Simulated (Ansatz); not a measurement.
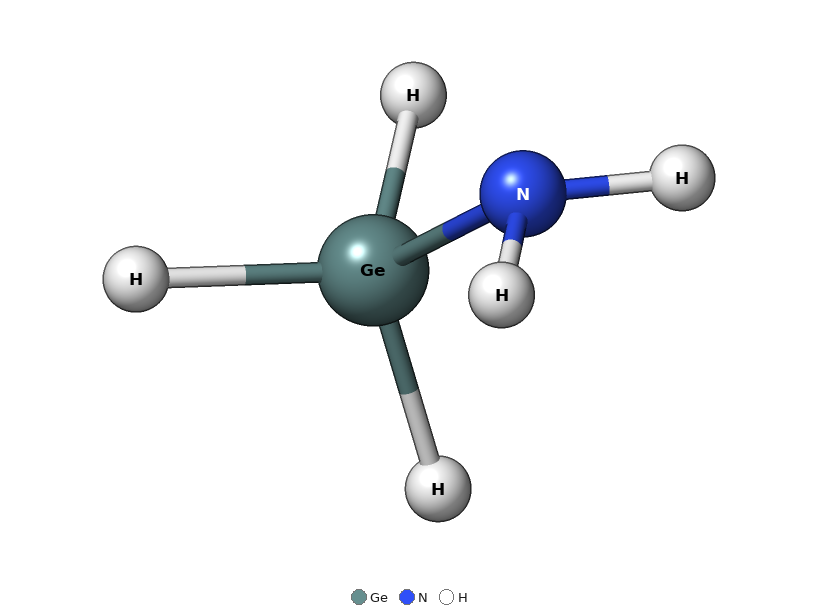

Harmonic vibrations computed with RKS PBE0-D4/def2-TZVP (Ansatz 0.2.0) at a stationary point of the same level.

> Minimum or transition state?

A minimum: no imaginary frequency, and the lowest mode lies at 172 cm⁻¹.

> List the wavenumbers.

15 modes: 172, 540, 576, 641, 709, 857, 883, 890, 946, 1585, 2102, 2165, 2170, 3555, 3647 cm⁻¹.
